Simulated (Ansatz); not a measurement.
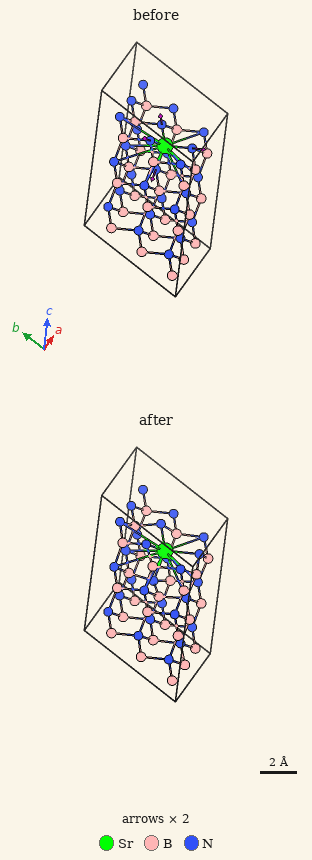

The structure of a defect cell of composition SrB₂₆N₂₇ (cell charge −1) before (top) and after (bottom) a relaxation, at one scale. The purple arrows give the displacements, 2 times their true length.

Style: ball-and-stick. Shown: the cell of the calculation (origin shifted), from a free direction.

Computed with DFT, PBE, plane-wave PAW, default files, scalar-relativistic (Ansatz 0.2.0). Set-up: plane-wave cutoff 420 eV; k-point mesh 3 × 3 × 3; occupations fermi dirac; smearing width 0.01 eV; no spin polarisation; atoms relaxed in a fixed cell; force threshold 0.03 eV/Å; at most 40 steps.

Question: Summarise the run.

Answer: The largest moves, 0.42 Å, are those of N atoms. Largest moves by element: N 0.42 Å, B 0.06 Å. Sr stays in place. The cell doesn't change. Among the contacts that change: N–Sr 1.565 → 1.987 Å, B–N 1.565 → 1.469 Å, B–N 1.565 → 1.496 Å, B–Sr 2.556 → 2.598 Å. Bond angles that change, for instance: Sr–N–B 109.5° → 96.3°, N–B–N 109.5° → 97.4°, B–N–B 109.5° → 118.8°. After 5 geometry steps the energy has fallen by 23.309 eV per cell of the calculation. The largest force component goes from 17 to 0.0055 eV/Å.

Limits of the set-up: the periodic images lie only 7.7 Å apart, so the values are limited by the cell's size; the cell is charged, on a uniform background, and energies carry no finite-size correction.
